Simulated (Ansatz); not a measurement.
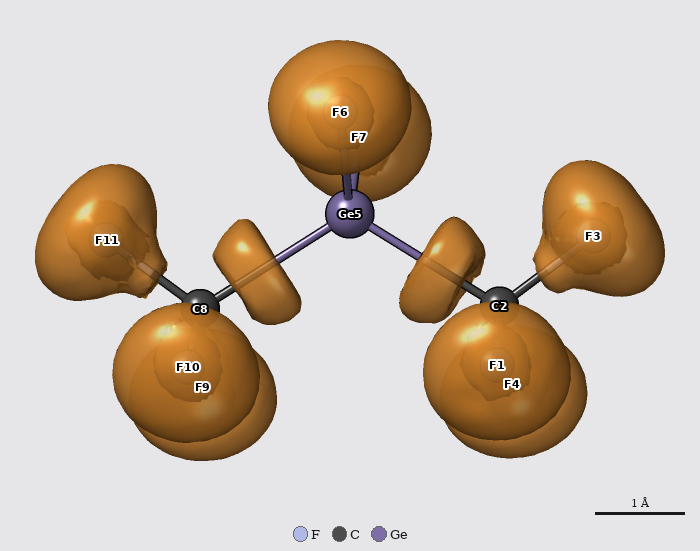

Figure. C$_{2}$F$_{8}$Ge. Isosurface of the electron localisation function at 0.75 (orange), seen across its widest extent. Only the valence region is drawn (cores and ρ < 0.01 e/Å³ removed).

Geometry: PBE0-D4/def2-TZVP.

Level of theory: RKS PBE0-D4/def2-TZVPP in Ansatz 0.2.0.

```xyz
11

F    -2.1929   -0.2894   -0.7737
C    -1.5443   -0.7190    0.3114
F    -2.3724   -0.6428    1.3498
F    -1.2271   -2.0021    0.1222
Ge    0.1121    0.3751    0.6173
F    -0.3563    1.9963    0.9056
F     0.8761   -0.1876    2.0422
C     1.4587    0.3594   -0.8730
F     1.8790   -0.8859   -1.1083
F     0.9151    0.8314   -1.9974
F     2.5176    1.1078   -0.5754
```

> Identify the bonds, lone pairs and shells in this picture.

At this value the surface marks out two lobes of the valence shell of C pointing towards Ge (polar bonds), six regions on F in which the atom's valence shell and bonds are merged and two regions wrapped around F (the valence shell of each). Along the contacts the grid gives the following. C–F (1.33 Å): the ELF peaks at about 0.85 between the atoms (a shared but strongly polarised pair). Ge–F (1.71 Å): the ELF peaks at about 0.80 in the valence shell of F, 0.5 Å from its nucleus, and is about 0.25 at the midpoint.
